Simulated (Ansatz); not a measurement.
CH$_{4}$Al$_{2}$O$_{2}$

Input file:

```
crystal:
  periodic: [false, false, false]
  atoms:
    - {symbol: O, position_ang: [1.527582, 0.050460, -1.527278]}
    - {symbol: C, position_ang: [0.698913, -0.190410, -0.447816]}
    - {symbol: Al, position_ang: [0.017767, -1.829193, 0.419036]}
    - {symbol: Al, position_ang: [-0.836379, 0.453489, 0.591838]}
    - {symbol: O, position_ang: [-1.753724, 1.880716, 0.624395]}
    - {symbol: H, position_ang: [1.490201, 0.984252, -1.750974]}
    - {symbol: H, position_ang: [1.234935, -0.051436, 0.581934]}
    - {symbol: H, position_ang: [0.174766, -3.408544, 0.256709]}
    - {symbol: H, position_ang: [-2.465559, 2.064366, 1.235055]}
basis:
  gaussian: {orbitals: def2-TZVPP}
hamiltonian: {xc: pbe0, dispersion: d4}
output: {orbitals: {seedname: orbitals}}
```

Command:

```sh
ansatz run in.yaml --threads 2 --pin off --events-out ev --progress --plain --max-ram 4352MiB
```

Geometry: PBE0-D4/def2-TZVP.

Computed with Ansatz 0.2.0, RKS PBE0-D4/def2-TZVPP.

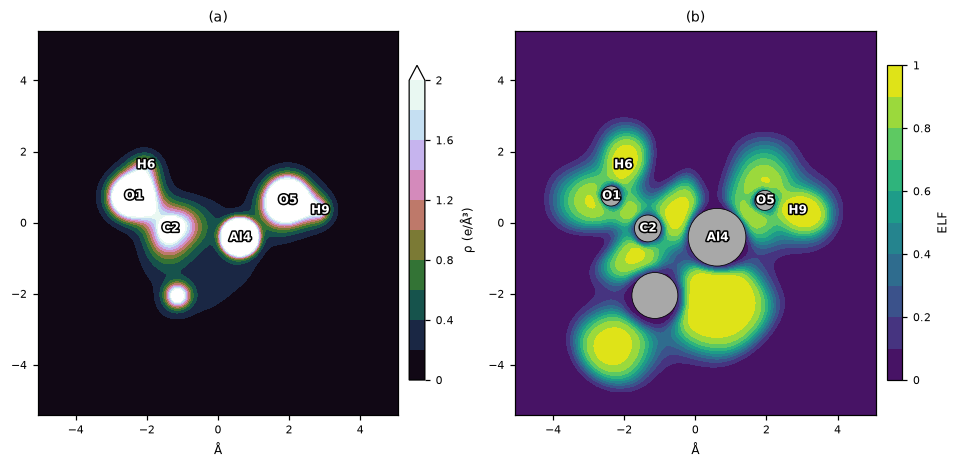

Figure 1. (a) electron density; (b) electron localisation function on the plane of atoms Al4, O5 and H9. Grey discs cover the atomic cores in the ELF map.

Q: What do the fields say about this system?

A: The plane passes through O, C, Al and H nuclei.
C–O (1.38 Å): the density is about 2.2 e/Å³ at the midpoint, with its minimum of 1.9 e/Å³ about 0.5 Å from C; the ELF peaks at about 0.85 between the atoms; a shared but strongly polarised pair.
Al–O (1.70 Å): ρ is about 0.89 e/Å³ halfway; the ELF peaks at about 0.90 in the valence shell of O, 0.6 Å from its nucleus, and is about 0.45 at the midpoint.
C–Al (1.96 Å): ρ is about 0.63 e/Å³ halfway; the ELF peaks at about 0.85 between the atoms: a polar covalent bond.
O–H (0.96 Å): ρ is about 3.8 e/Å³ halfway; the ELF climbs to about 1 towards the hydrogen, as it does in any bond to H (an ordinary covalent bond to hydrogen).
The ELF also peaks beside O1 and O5, away from the bonds: lone-pair regions.

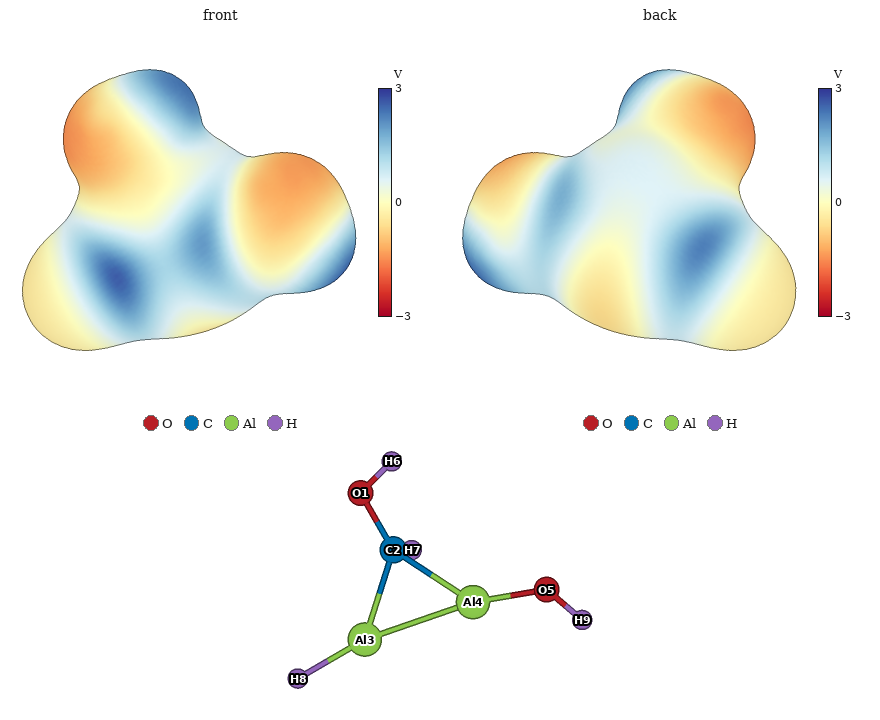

Figure 2. The molecular electrostatic potential painted on the density surface at 0.002 e/bohr³, seen from the front and from behind; the colour scale runs from red (negative) to blue (positive). The bare structure is drawn below in the same view.

Q: Where is the surface potential most negative and most positive?

A: The most negative region (about −1.5 V, or −35 kcal/mol for a unit charge) lies over O1, the most positive (about +2.5 V, or +58 kcal/mol for a unit charge) over Al3 and H9. O1 is the likeliest acceptor of a hydrogen bond.

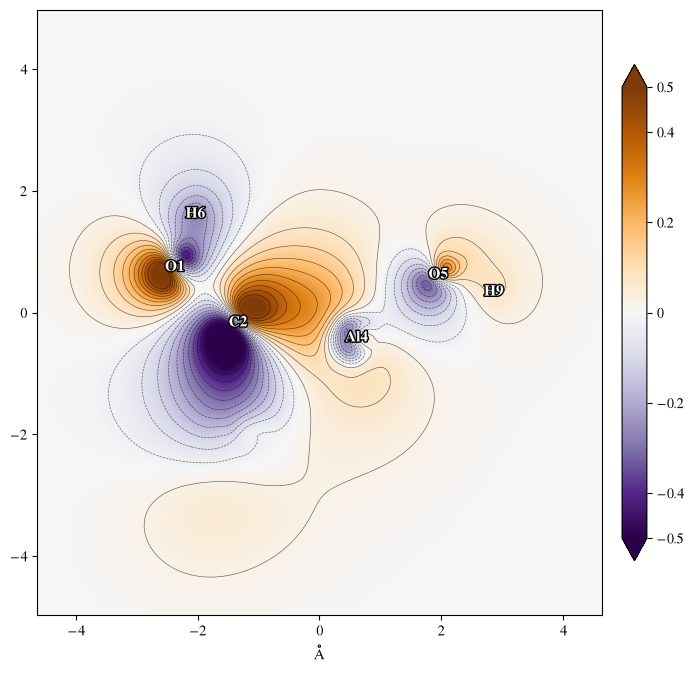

Figure 3. The HOMO−1 on the plane of atoms Al4, O5 and H9 (values in Å⁻³ᐟ²; the overall sign is arbitrary).

Q: What is the character of this orbital?

A: Its weight (Hirshfeld) is mainly on C2 (about 40 %), Al3 (about 15 %), Al4 (about 15 %) and O1 (about 10 %). Its energy is −6.88 eV.

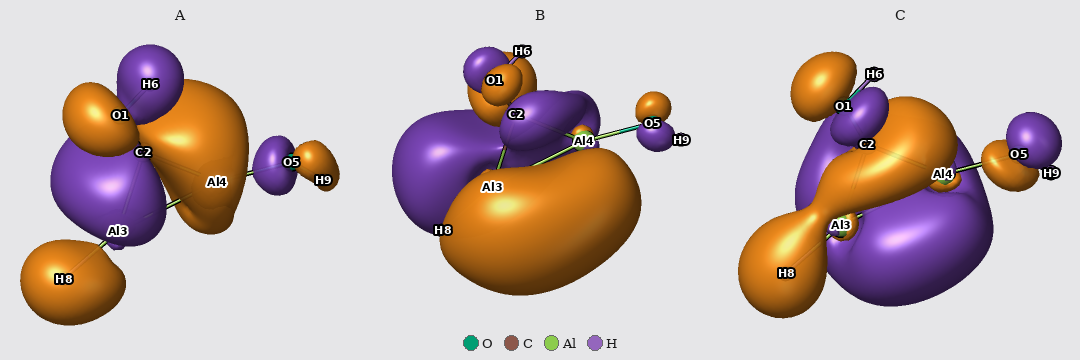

Figure 4. Three frontier orbitals at ±0.06 Å⁻³ᐟ² (orange and purple are the two phases), in no order.

Q: Which picture is the HOMO−1, the HOMO and the LUMO?

A: A is the HOMO−1 (−6.88 eV). It lies mainly on C2 (about 40 %), Al3 (about 15 %), Al4 (about 15 %) and O1 (about 10 %). C is the HOMO (−5.98 eV). Its weight (Hirshfeld) is mainly on Al3 (about 35 %), Al4 (about 35 %), C2 (about 15 %) and O1 (about 5 %). B is the LUMO (−1.51 eV). It lies mainly on Al3 (about 60 %), Al4 (about 20 %) and C2 (about 10 %).

Q: What is the HOMO–LUMO gap?

A: 4.47 eV between the orbital energies.
